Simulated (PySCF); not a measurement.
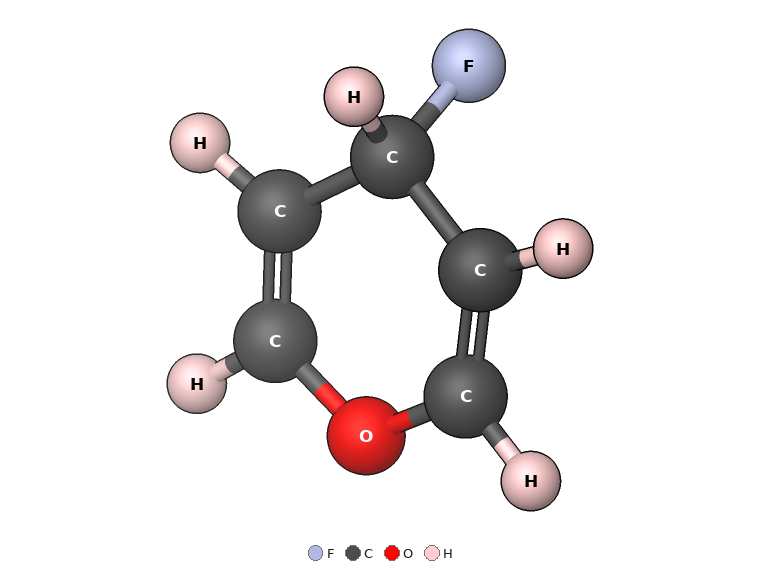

A ball-and-stick model of a molecule.

Computed geometry: PBE0-D3(BJ)/def2-SVP optimisation. No frequency run is at hand to confirm it as a minimum.

Question: Count the atoms of each element.

Answer: C₅H₅FO, 12 atoms: 5 carbon, 5 hydrogen, 1 fluorine and 1 oxygen.

Question: Does it have rings?

Answer: Independent rings (smallest set): 1 of 6 members.

Question: Write the SMILES.

Answer: FC1C=COC=C1

Question: Give the symmetry (Schoenflies symbol).

Answer: Cs.

Question: How many atoms are distinct by symmetry?

Answer: 8: 1 F, 1 C, 2 C, 2 C, 1 O, 1 H, 2 H, 2 H.

More results for the same structure follow; atom numbers are the same in all pictures, views and colours differ.

### Bond orders

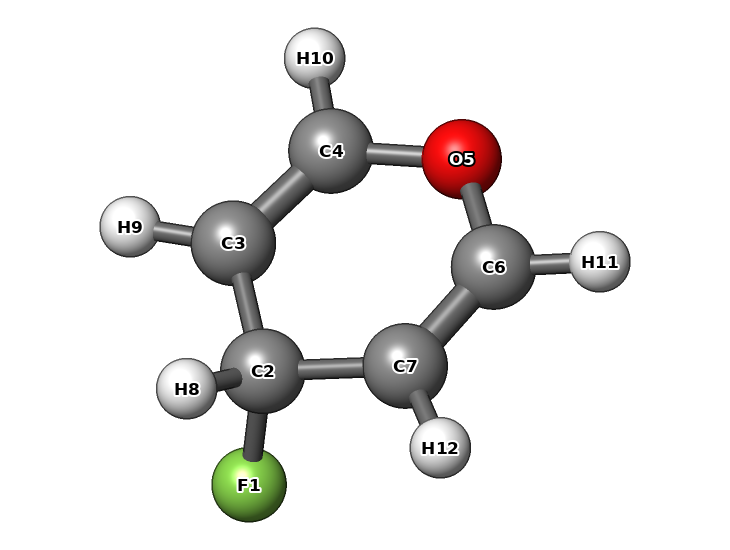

The thickness of each stick grows with its Mayer bond order. No frequency run is at hand to confirm it as a minimum. Level of theory: PBE0/IGLO-III (PySCF 2.14.0).

Question: Which bond has the highest Mayer bond order?

Answer: C3–C4 and C6–C7, 1.78, at a length of 1.338 Å.

List the Mayer bond orders of F1–C2, C2–C3, C2–H8, C4–O5, C3–C4, C4–H10, C3–H9 (one bond of each equivalent set).

```
  bond  Mayer order  length (Å)
 F1–C2         0.98       1.400
 C2–C3         1.01       1.489
 C2–H8         0.97       1.105
 C4–O5         1.08       1.351
 C3–C4         1.78       1.338
C4–H10         1.01       1.091
 C3–H9         0.99       1.092
```

### Electronic properties

No frequency run is at hand to confirm it as a minimum. Method: PBE0/6-31G, gas phase (PySCF 2.14.0).

Question: Estimate the HOMO energy (Kohn–Sham orbital).

Answer: −6.87 eV.

Question: Give the dipole moment at this level.

Answer: 1.89 D.

Question: What is the HOMO–LUMO gap?

Answer: 6.94 eV.

### NMR shielding

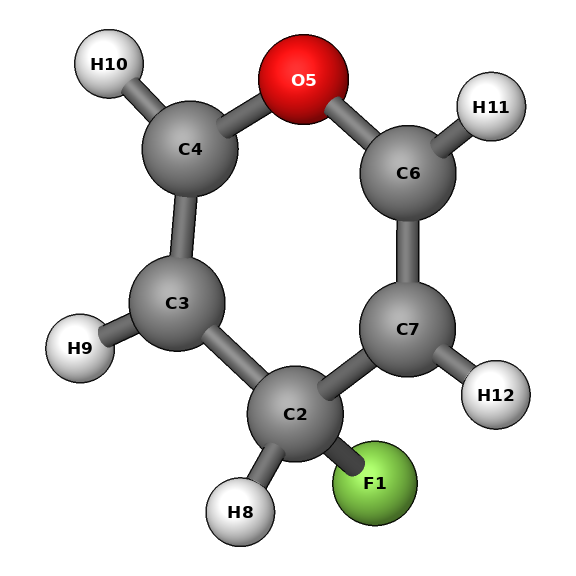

No frequency run is at hand to confirm it as a minimum. Properties computed with GIAO PBE0/STO-3G NMR shielding, non-relativistic, gas phase (PySCF 2.14.0). Principal shieldings σ11 ≤ σ22 ≤ σ33, span Ω = σ33 − σ11, skew κ = 3(σiso − σ22)/Ω.

Give the shielding tensors of the O atoms.

| atom | σ11 | σ22 | σ33 | σiso | Ω | κ |
| --- | --- | --- | --- | --- | --- | --- |
| O5 | 109.3 | 191.5 | 428.2 | 243.0 | 319.0 | 0.48 |

Shieldings and span in ppm.
